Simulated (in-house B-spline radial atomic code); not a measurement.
The neutral lithium atom in the configuration [He] 2s1 (high spin). It is put inside a hard spherical wall of varying radius. All numbers are computed, not measured: scalar-relativistic (spin-free one-electron X2C) Hartree-Fock, spin-polarised, average of configuration, Fermi nucleus, hard spherical wall, basis-set limit (an in-house B-spline radial code). Wanted, and plotted below: the energy of another filling against the starting one at the same radius, on a scale that is linear within ±10 eV and logarithmic beyond.

Against 2s1: 2p1 lies 1.98 eV above it at 9.54 bohr and crosses it between 3.42 and 2.84 bohr, ending at −88.2 eV at 1.25 bohr. At the tightest wall the lowest of the fillings run is 2p1; others weren't tried.

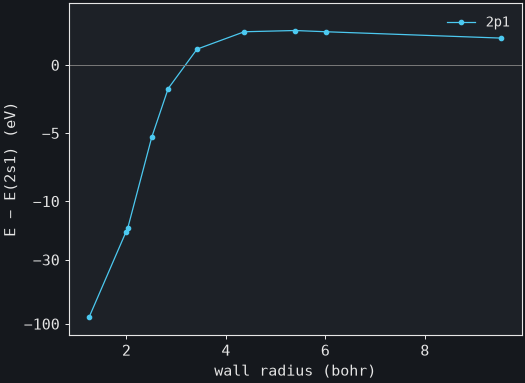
